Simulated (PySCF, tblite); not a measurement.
# C₁₁H₁₀F₃N: excited states, part 2 of 2

tblite 0.8.0 and PySCF 2.14.0. Atoms count from 0. The steps go on from the part before.

### Step 6. Excited states: TDA SCAN/def2-SVP

The job: settings as JSON, then the geometry in Å.

```
{"job": {"kind": "states", "xc": "SCAN", "basis": "def2-SVP", "tda": true, "soc": true, "nstates": 10, "ntriplets": 6, "nquad": 4, "scf": {"level_shift": 2.0, "max_cycle": 76}}, "charge": 0, "multiplicity": 1}
C     -3.270460    -1.408102    -0.017207
N     -2.606225    -0.167079     0.292319
C     -3.410839     1.014675     0.108019
C     -1.250512    -0.029102     0.182688
C     -0.538284     1.115981    -0.013458
C      0.860787     0.770113     0.041619
C      2.114353     1.255986    -0.045691
C      3.035502     0.112336     0.146437
C      4.512564     0.275858     0.124488
F      4.957070     1.094659     1.100652
F      4.958399     0.812807    -1.029395
F      5.171410    -0.884315     0.278999
C      2.352671    -1.032772     0.347843
C      0.939904    -0.674341     0.289730
C     -0.303293    -1.166828     0.383348
H     -2.648086    -2.256864     0.248767
H     -4.197613    -1.469440     0.555557
H     -3.518150    -1.478495    -1.084154
H     -3.016460     1.819916     0.725596
H     -3.421648     1.347741    -0.936566
H     -4.432672     0.802342     0.418347
H     -0.914085     2.103074    -0.189242
H      2.452562     2.260693    -0.214806
H      2.755397    -2.013269     0.513940
H     -0.593226    -2.181430     0.587661
```

With the program's defaults for keys left out, this is: TDA SCAN/def2-SVP excited states, vertical, gas phase, spin-orbit mean-field couplings.

Output:

```text
final grid: 222816 points
cycle   1  E = -777.7959435534  dE =  2.812e+00  |g| = 1.681e+00  |ddm| = 5.417e+00
cycle   2  E = -778.3564568420  dE = -5.605e-01  |g| = 6.196e-01  |ddm| = 1.121e+00
cycle   3  E = -778.4461293461  dE = -8.967e-02  |g| = 3.837e-01  |ddm| = 4.900e-01
cycle   4  E = -778.4803491765  dE = -3.422e-02  |g| = 2.631e-01  |ddm| = 3.230e-01
cycle   5  E = -778.4969929620  dE = -1.664e-02  |g| = 1.840e-01  |ddm| = 2.380e-01
cycle   6  E = -778.5051586669  dE = -8.166e-03  |g| = 1.328e-01  |ddm| = 1.756e-01
cycle   7  E = -778.5093385628  dE = -4.180e-03  |g| = 9.832e-02  |ddm| = 1.353e-01
cycle   8  E = -778.5116131284  dE = -2.275e-03  |g| = 7.399e-02  |ddm| = 1.022e-01
cycle   9  E = -778.5129185599  dE = -1.305e-03  |g| = 5.583e-02  |ddm| = 7.711e-02
cycle  10  E = -778.5136548847  dE = -7.363e-04  |g| = 4.334e-02  |ddm| = 5.933e-02
[... 56 cycles left out ...]
cycle  67  E = -778.5150084086  dE = -2.636e-07  |g| = 1.171e-03  |ddm| = 5.525e-04
cycle  68  E = -778.5150085399  dE = -1.312e-07  |g| = 1.410e-03  |ddm| = 6.686e-04
cycle  69  E = -778.5150088835  dE = -3.437e-07  |g| = 1.292e-03  |ddm| = 4.616e-04
cycle  70  E = -778.5150092128  dE = -3.292e-07  |g| = 1.173e-03  |ddm| = 4.457e-04
cycle  71  E = -778.5150093765  dE = -1.637e-07  |g| = 1.299e-03  |ddm| = 5.414e-04
cycle  72  E = -778.5150097601  dE = -3.836e-07  |g| = 1.043e-03  |ddm| = 5.455e-04
cycle  73  E = -778.5150097965  dE = -3.644e-08  |g| = 1.350e-03  |ddm| = 7.856e-04
cycle  74  E = -778.5150101129  dE = -3.163e-07  |g| = 1.173e-03  |ddm| = 4.600e-04
cycle  75  E = -778.5150103216  dE = -2.088e-07  |g| = 1.155e-03  |ddm| = 3.738e-04
cycle  76  E = -778.5150104351  dE = -1.134e-07  |g| = 1.283e-03  |ddm| = 4.464e-04
SCF not converged, last energy = -778.5150104351
```

Wall time 6.7 min (1 thread of Arm Neoverse V2, shared host); peak memory 1.3 GiB.

Diagnosis: The energy still falls at cycle 76 (gradient 1.3e-03): so large a level shift slows each step until the cap is reached. The remedy is to lower it to 0.1 to 0.3, or drop it. Numbers printed on the way are no properties of the molecule.

### Step 7. Excited states: TDA revPBE/def2-SVP in acetonitrile

Settings changed since step 6:

```diff
@@ -1,2 +1,2 @@
-{"job": {"kind": "states", "xc": "SCAN", "basis": "def2-SVP", "tda": true, "soc": true, "nstates": 10, "ntriplets": 6, "nquad": 4, "scf": {"level_shift": 2.0, "max_cycle": 76}}, "charge": 0, "multiplicity": 1}
+{"job": {"kind": "states", "xc": "revPBE", "basis": "def2-SVP", "tda": true, "soc": true, "nstates": 8, "ntriplets": 6, "nquad": 4, "solvent": "acetonitrile", "frozen_core": false, "scf": {"guess": "huckel"}}, "charge": 0, "multiplicity": 1}
 C     -3.270460    -1.408102    -0.017207
```

Method: TDA revPBE/def2-SVP excited states, vertical, IEF-PCM acetonitrile (non-equilibrium response), spin-orbit mean-field couplings.

Output:

```text
final grid: 222816 points
cycle   1  E = -763.8739166529  dE =  9.122e+00  |g| = 7.867e+00  |ddm| = 1.148e+01
cycle   2  E = -719.8491133306  dE =  4.402e+01  |g| = 1.093e+01  |ddm| = 1.245e+02
cycle   3  E = -764.5644632548  dE = -4.472e+01  |g| = 6.150e+00  |ddm| = 1.259e+02
cycle   4  E = -768.4149191513  dE = -3.850e+00  |g| = 5.240e+00  |ddm| = 1.558e+01
cycle   5  E = -776.6451360470  dE = -8.230e+00  |g| = 2.454e+00  |ddm| = 1.252e+01
cycle   6  E = -777.8197092286  dE = -1.175e+00  |g| = 1.793e+00  |ddm| = 3.921e+00
cycle   7  E = -778.4726920694  dE = -6.530e-01  |g| = 6.911e-01  |ddm| = 2.321e+00
cycle   8  E = -778.4681980753  dE =  4.494e-03  |g| = 6.313e-01  |ddm| = 1.618e+00
cycle   9  E = -778.5876515390  dE = -1.195e-01  |g| = 2.044e-01  |ddm| = 1.053e+00
cycle  10  E = -778.5959062202  dE = -8.255e-03  |g| = 1.022e-01  |ddm| = 2.860e-01
cycle  11  E = -778.5979131665  dE = -2.007e-03  |g| = 5.714e-02  |ddm| = 1.865e-01
cycle  12  E = -778.5986558019  dE = -7.426e-04  |g| = 2.538e-02  |ddm| = 1.081e-01
cycle  13  E = -778.5988007605  dE = -1.450e-04  |g| = 9.867e-03  |ddm| = 4.633e-02
cycle  14  E = -778.5988253719  dE = -2.461e-05  |g| = 3.313e-03  |ddm| = 1.632e-02
cycle  15  E = -778.5988275457  dE = -2.174e-06  |g| = 1.198e-03  |ddm| = 5.837e-03
cycle  16  E = -778.5988279187  dE = -3.730e-07  |g| = 3.198e-04  |ddm| = 1.745e-03
cycle  17  E = -778.5988279380  dE = -1.932e-08  |g| = 1.371e-04  |ddm| = 4.207e-04
cycle  18  E = -778.5988279421  dE = -4.072e-09  |g| = 7.405e-05  |ddm| = 2.997e-04
cycle  19  E = -778.5988279435  dE = -1.384e-09  |g| = 2.214e-05  |ddm| = 1.268e-04
cycle  20  E = -778.5988279433  dE =  1.764e-10  |g| = 3.260e-05  |ddm| = 5.930e-05
cycle  21  E = -778.5988279436  dE = -3.081e-10  |g| = 4.889e-06  |ddm| = 3.809e-05
converged SCF energy = -778.5988279436

Singlet excitations
state   eV       nm        f     d(h-e)  d(exc)  Lambda  PR(NTO)  |dmu|/D   mu/D   main configurations
  1   1.2031  1030.5   0.02122   1.173   3.497   0.742   1.028    2.780   10.236   H->L 0.97
  2   3.2635   379.9   0.05999   0.829   3.979   0.738   1.190    1.269    9.060   H-1->L 0.87
  3   3.8099   325.4   0.19118   0.681   3.373   0.822   1.396    2.205   10.242   H-2->L 0.79, H->L+1 0.11
  4   4.6049   269.2   0.25473   1.746   3.928   0.765   2.030    3.384   11.366   H->L+1 0.46, H-3->L 0.44
  5   4.7379   261.7   0.02919   0.444   3.141   0.627   1.068                     H-4->L 0.89
  6   5.3419   232.1   0.01122   1.528   4.078   0.544   1.034                     H-5->L 0.96
  7   5.4043   229.4   0.02371   3.294   4.926   0.443   1.018                     H->L+2 0.94
  8   5.5189   224.7   0.24768   1.500   4.346   0.717   2.348                     H-3->L 0.26, H-1->L+1 0.21, H->L+3 0.15

Triplet excitations (Tamm-Dancoff)
state   eV     d(h-e)  d(exc)  Lambda  PR(NTO)   main configurations
  1   0.4387   0.906   3.418   0.744   1.008   H->L 0.99
  2   2.4126   0.693   3.389   0.811   1.026   H-2->L 0.66, H-1->L 0.32
  3   2.4574   0.468   3.243   0.772   1.021   H-1->L 0.66, H-2->L 0.32
  4   3.7108   1.389   3.703   0.764   1.284   H->L+1 0.86, H-3->L 0.09
  5   4.3445   0.923   3.672   0.765   1.274   H-3->L 0.81, H->L+1 0.11
  6   4.4952   0.377   3.034   0.624   1.006   H-4->L 0.91, H-3->L 0.08
S1 - T1 = 0.7644 eV

Spin-orbit couplings |<S|Hso|T>| (cm-1)
             T1       T2       T3       T4       T5       T6
S0        0.658    0.638    0.687    0.494    1.266    2.522
S1        0.092    0.522    0.288    1.064    1.450    2.399
S2        0.783    0.459    0.190    0.083    0.604    1.975
S3        0.932    0.246    0.379    0.156    0.831    2.882
S4        1.751    1.071    0.407    0.363    0.413    1.408
S5        2.339    3.293    2.042    0.743    3.109    0.213
S6        3.069    4.200    3.776    0.845    3.044    0.484
S7        1.100    0.138    0.185    0.220    0.201    0.233
S8        0.972    1.473    2.011    0.423    0.870    2.225
T1 sublevels (cm-1): 0.000 0.000 0.000   radiative rates (1/s): 0.000474 0.000717 0.011
```

Run time: 2.1 min. Hardware: 1 thread of Arm Neoverse V2, shared host; peak memory 1.5 GiB.

From this job:

```
  quantity    value
S1 less T1  0.76 eV
```

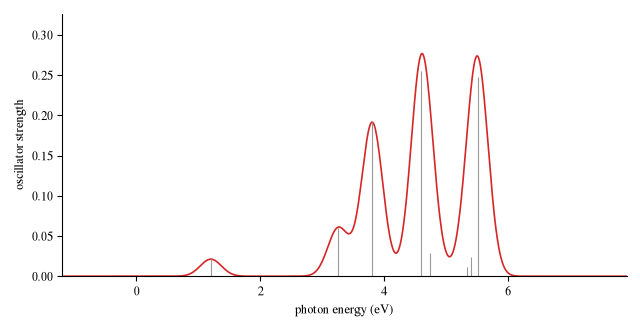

Absorption lines of the singlets. Lines are broadened to a width of 0.40 eV (Gaussian).

### Step 8. Excited states: TDA KT2/def2-SVP

Settings changed since step 7:

```diff
@@ -1,2 +1,2 @@
-{"job": {"kind": "states", "xc": "revPBE", "basis": "def2-SVP", "tda": true, "soc": true, "nstates": 8, "ntriplets": 6, "nquad": 4, "solvent": "acetonitrile", "frozen_core": false, "scf": {"guess": "huckel"}}, "charge": 0, "multiplicity": 1}
+{"job": {"kind": "states", "xc": "KT2", "basis": "def2-SVP", "tda": true, "soc": true, "nstates": 8, "ntriplets": 6, "nquad": 4, "scf": {"aux": "def2-universal-jkfit"}}, "charge": 0, "multiplicity": 1}
 C     -3.270460    -1.408102    -0.017207
```

Level: TDA KT2/def2-SVP excited states, vertical, gas phase, spin-orbit mean-field couplings.

Output:

```text
final grid: 222816 points
cycle   1  E = -790.8985568552  dE =  2.492e+00  |g| = 1.174e+00  |ddm| = 6.199e+00
cycle   2  E = -790.1827194409  dE =  7.158e-01  |g| = 2.226e+00  |ddm| = 3.954e+00
cycle   3  E = -791.1108686124  dE = -9.281e-01  |g| = 4.685e-01  |ddm| = 3.165e+00
cycle   4  E = -791.1503795572  dE = -3.951e-02  |g| = 2.789e-01  |ddm| = 1.101e+00
cycle   5  E = -791.1693025477  dE = -1.892e-02  |g| = 1.428e-01  |ddm| = 6.325e-01
cycle   6  E = -791.1743979967  dE = -5.095e-03  |g| = 6.421e-02  |ddm| = 2.287e-01
cycle   7  E = -791.1754611620  dE = -1.063e-03  |g| = 2.106e-02  |ddm| = 1.013e-01
cycle   8  E = -791.1755669311  dE = -1.058e-04  |g| = 9.432e-03  |ddm| = 4.004e-02
cycle   9  E = -791.1755905714  dE = -2.364e-05  |g| = 2.363e-03  |ddm| = 1.789e-02
cycle  10  E = -791.1755918952  dE = -1.324e-06  |g| = 6.388e-04  |ddm| = 3.930e-03
cycle  11  E = -791.1755919676  dE = -7.244e-08  |g| = 3.343e-04  |ddm| = 1.086e-03
cycle  12  E = -791.1755919911  dE = -2.349e-08  |g| = 7.802e-05  |ddm| = 4.561e-04
cycle  13  E = -791.1755919897  dE =  1.375e-09  |g| = 1.062e-04  |ddm| = 1.964e-04
cycle  14  E = -791.1755919889  dE =  8.463e-10  |g| = 1.107e-04  |ddm| = 2.958e-04
cycle  15  E = -791.1755919925  dE = -3.595e-09  |g| = 3.567e-05  |ddm| = 2.061e-04
cycle  16  E = -791.1755919928  dE = -3.565e-10  |g| = 6.342e-06  |ddm| = 4.661e-05
converged SCF energy = -791.1755919928

Singlet excitations
state   eV       nm        f     d(h-e)  d(exc)  Lambda  PR(NTO)  |dmu|/D   mu/D   main configurations
  1   1.2107  1024.1   0.01157   1.107   3.470   0.752   1.028    2.495    8.182   H->L 0.97
  2   3.2994   375.8   0.02513   0.719   3.871   0.776   1.169    1.360    7.247   H-1->L 0.84, H-2->L 0.08
  3   3.8982   318.1   0.13869   0.812   3.455   0.794   1.549    2.013    8.088   H-2->L 0.64, H->L+1 0.17, H-1->L 0.11
  4   4.6898   264.4   0.13196   1.240   4.581   0.593   1.655    5.318    1.137   H->L+2 0.43, H->L+1 0.27, H-3->L 0.22
  5   4.7750   259.7   0.08026   0.808   4.421   0.542   1.802                     H->L+2 0.54, H-3->L 0.29, H->L+1 0.11
  6   4.8928   253.4   0.02117   0.414   3.119   0.550   1.060                     H-4->L 0.96
  7   5.3466   231.9   0.00343   2.411   4.134   0.497   1.013                     H-5->L 0.99
  8   5.4836   226.1   0.00398   2.920   4.612   0.340   1.017                     H->L+3 0.97

Triplet excitations (Tamm-Dancoff)
state   eV     d(h-e)  d(exc)  Lambda  PR(NTO)   main configurations
  1   0.4396   0.820   3.366   0.753   1.010   H->L 0.99
  2   2.3746   0.247   2.856   0.795   1.021   H-1->L 0.50, H-2->L 0.48
  3   2.5231   1.079   3.653   0.796   1.047   H-2->L 0.49, H-1->L 0.48
  4   3.7662   1.209   3.686   0.785   1.346   H->L+1 0.83, H-3->L 0.11
  5   4.4313   0.855   3.715   0.779   1.346   H-3->L 0.84, H->L+1 0.13
  6   4.6586   0.432   3.109   0.539   1.101   H-4->L 0.94
S1 - T1 = 0.7711 eV

Spin-orbit couplings |<S|Hso|T>| (cm-1)
             T1       T2       T3       T4       T5       T6
S0        0.667    0.460    0.729    0.639    1.269    2.012
S1        0.082    0.321    0.498    1.051    1.596    2.481
S2        0.724    0.439    0.233    0.073    0.672    1.836
S3        1.159    0.262    0.434    0.172    0.767    2.700
S4        1.446    0.487    0.596    0.250    0.316    0.753
S5        1.745    0.778    0.715    0.304    0.264    0.958
S6        2.217    2.908    2.561    0.579    2.508    0.170
S7        1.927    1.300    5.332    0.511    4.340    0.799
S8        1.630    0.120    0.360    0.614    0.291    0.252
T1 sublevels (cm-1): 0.000 0.000 0.000   radiative rates (1/s): 0.000303 0.000753 0.01
```

It took 2.1 min on 1 thread of Arm Neoverse V2, shared host; peak memory 1.3 GiB.

Key values:

```csv
quantity,value
S1 less T1,0.77 eV
```

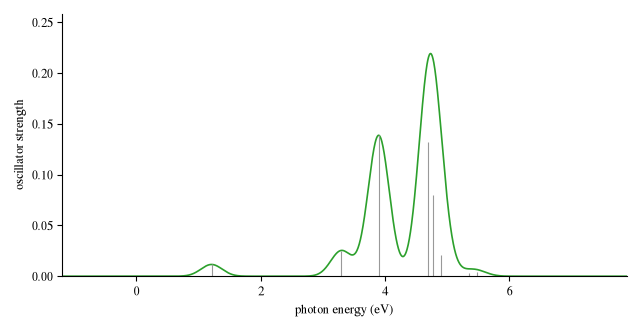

Absorption lines of the singlets. Lines are broadened to a width of 0.40 eV (Gaussian).

### Step 9. Excited states: TDA CAM-B3LYP/6-31G in dichloromethane

Settings changed since step 8:

```diff
@@ -1,2 +1,2 @@
-{"job": {"kind": "states", "xc": "KT2", "basis": "def2-SVP", "tda": true, "soc": true, "nstates": 8, "ntriplets": 6, "nquad": 4, "scf": {"aux": "def2-universal-jkfit"}}, "charge": 0, "multiplicity": 1}
+{"job": {"kind": "states", "xc": "CAM-B3LYP", "basis": "6-31G", "tda": true, "soc": true, "nstates": 2, "ntriplets": 6, "nquad": 4, "solvent": "dichloromethane", "frozen_core": false, "scf": {"aux": "def2-universal-jkfit"}}, "charge": 0, "multiplicity": 1}
 C     -3.270460    -1.408102    -0.017207
```

Level: TDA CAM-B3LYP/6-31G excited states, vertical, IEF-PCM dichloromethane (non-equilibrium response), spin-orbit mean-field couplings.

Output:

```text
final grid: 222816 points
cycle   1  E = -778.6270869090  dE =  3.664e+00  |g| = 9.957e-01  |ddm| = 5.479e+00
cycle   2  E = -778.5658093617  dE =  6.128e-02  |g| = 1.263e+00  |ddm| = 2.343e+00
cycle   3  E = -778.8518576382  dE = -2.860e-01  |g| = 6.437e-02  |ddm| = 1.289e+00
cycle   4  E = -778.8527313109  dE = -8.737e-04  |g| = 4.974e-02  |ddm| = 1.317e-01
cycle   5  E = -778.8533465832  dE = -6.153e-04  |g| = 1.090e-02  |ddm| = 7.170e-02
cycle   6  E = -778.8534127503  dE = -6.617e-05  |g| = 5.158e-03  |ddm| = 2.483e-02
cycle   7  E = -778.8534480515  dE = -3.530e-05  |g| = 2.408e-03  |ddm| = 2.198e-02
cycle   8  E = -778.8534582051  dE = -1.015e-05  |g| = 1.780e-03  |ddm| = 1.108e-02
cycle   9  E = -778.8534638367  dE = -5.632e-06  |g| = 4.451e-04  |ddm| = 1.353e-02
cycle  10  E = -778.8534640046  dE = -1.680e-07  |g| = 2.607e-04  |ddm| = 1.435e-03
cycle  11  E = -778.8534640693  dE = -6.468e-08  |g| = 9.296e-05  |ddm| = 1.142e-03
cycle  12  E = -778.8534640733  dE = -3.981e-09  |g| = 3.784e-05  |ddm| = 2.854e-04
cycle  13  E = -778.8534640739  dE = -6.485e-10  |g| = 1.244e-05  |ddm| = 8.681e-05
converged SCF energy = -778.8534640739

Singlet excitations
state   eV       nm        f     d(h-e)  d(exc)  Lambda  PR(NTO)  |dmu|/D   mu/D   main configurations
  1   1.5708   789.3   0.01994   0.984   3.273   0.729   1.018    3.550   10.751   H->L 0.96
  2   4.2379   292.6   0.01542   0.548   3.086   0.830   1.072    1.426    8.351   H-2->L 0.92

Triplet excitations (Tamm-Dancoff)
state   eV     d(h-e)  d(exc)  Lambda  PR(NTO)   main configurations
  1   0.6283   0.663   3.114   0.730   1.043   H->L 0.94
  2   2.4779   0.097   2.733   0.805   1.052   H-2->L 0.56, H-1->L 0.38
  3   2.9933   0.618   3.027   0.785   1.370   H-1->L 0.42, H-2->L 0.34, H->L+1 0.12
  4   4.4372   1.267   3.438   0.742   2.016   H->L+1 0.48, H-3->L 0.16, H-1->L 0.12
  5   5.2534   0.260   2.748   0.527   1.026   H-4->L 0.93
  6   5.3706   0.492   2.894   0.702   1.896   H->L+3 0.28, H-3->L 0.22, H->L+1 0.18
S1 - T1 = 0.9425 eV

Spin-orbit couplings |<S|Hso|T>| (cm-1)
             T1       T2       T3       T4       T5       T6
S0        0.390    0.350    0.726    0.917    2.141    0.801
S1        0.057    0.317    0.239    0.785    1.749    0.716
S2        0.214    0.280    0.202    0.257    3.057    0.398
T1 sublevels (cm-1): 0.000 0.000 0.000   radiative rates (1/s): 0.00149 0.00058 0.00589
```

It took 80 s on 1 thread of Arm Neoverse V2, shared host; peak memory 1.3 GiB.

In short:

```csv
quantity,value
S1 less T1,0.94 eV
```

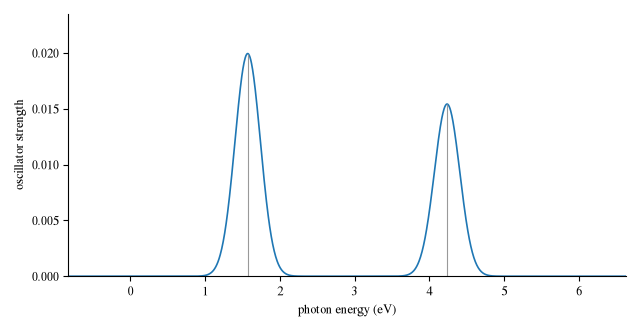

Absorption lines of the singlets. Lines are broadened to a width of 0.40 eV (Gaussian).

### Step 10. Summary of results

This closing draws on all 2 parts.

| quantity | value |
| --- | --- |
| strongest single infrared mode (GFN2-xTB) | 1606 cm⁻¹, 470 km/mol |
| zero-point energy (GFN2-xTB) | 113.9 kcal/mol |
| S1 less T1 (step 4, TDA CAM-B3LYP/def2-SVP) | 0.94 eV |
| S1 less T1 (step 5, TDA HCTH407/def2-SVP) | 0.77 eV |
| S1 less T1 (step 7, TDA revPBE/def2-SVP in acetonitrile) | 0.76 eV |
| S1 less T1 (step 8, TDA KT2/def2-SVP) | 0.77 eV |
| S1 less T1 (step 9, TDA CAM-B3LYP/6-31G in dichloromethane) | 0.94 eV |
| runs | 1 failed, 0 ended on unsound input |

In words: No mode is imaginary among the 69: a minimum at this level. The strongest single mode, at 1606 cm⁻¹, has its largest shares on C3, C7, C5 and C4 (the list is cut at 4 atoms). GFN2-xTB is a fitted tight-binding method: band positions and strengths are rough. Its intensities can rank the bands wrongly. In step 4, the number of triplets below S1 is 1, and the largest singlet-triplet spin-orbit coupling is S8–T5, 4.75 cm⁻¹. In step 5, the number of triplets below S1 is 1, and the largest singlet-triplet spin-orbit coupling is S7–T3, 4.92 cm⁻¹. In step 7, the number of triplets below S1 is 1, and the largest singlet-triplet spin-orbit coupling is S6–T2, 4.20 cm⁻¹. In step 8, the number of triplets below S1 is 1, and the largest singlet-triplet spin-orbit coupling is S7–T3, 5.33 cm⁻¹. In step 9, the number of triplets below S1 is 1, and the largest singlet-triplet spin-orbit coupling is S2–T5, 3.06 cm⁻¹.
